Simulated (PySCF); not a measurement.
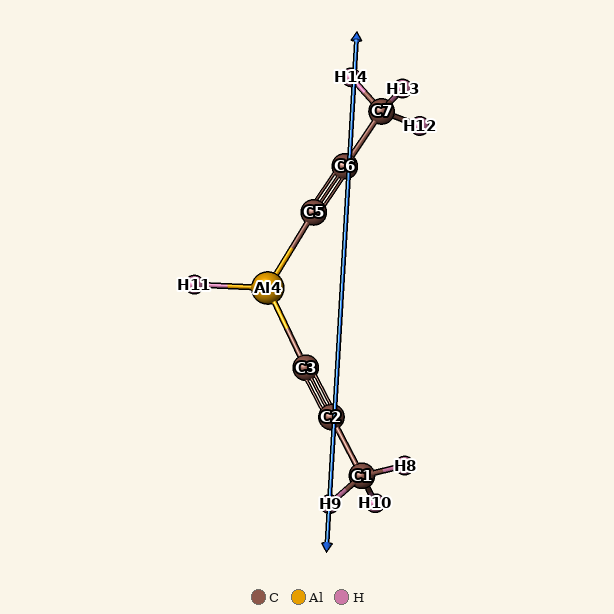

The double arrow shows the direction of the transition dipole to excited singlet state 3 (its length means nothing). Computed geometry: GFN2-xTB optimisation. No frequency run is at hand to confirm it as a minimum. Level of theory: TDDFT PBE0/def2-SVPD, vertical, gas phase, core orbitals frozen in the response (PySCF 2.14.0).

How is the transition polarised?

Close to the long direction C1···C7.

Where does the transition lie, and how strong is it?

5.05 eV (246 nm), oscillator strength 0.15, mainly HOMO−2 → LUMO (weight 0.90); transition dipole 2.78 D.

The geometry is semi-empirical. Around Al such bond lengths and angles can be off by a tenth of an ångström or more and by several degrees, and values that hang on the shape move with them.
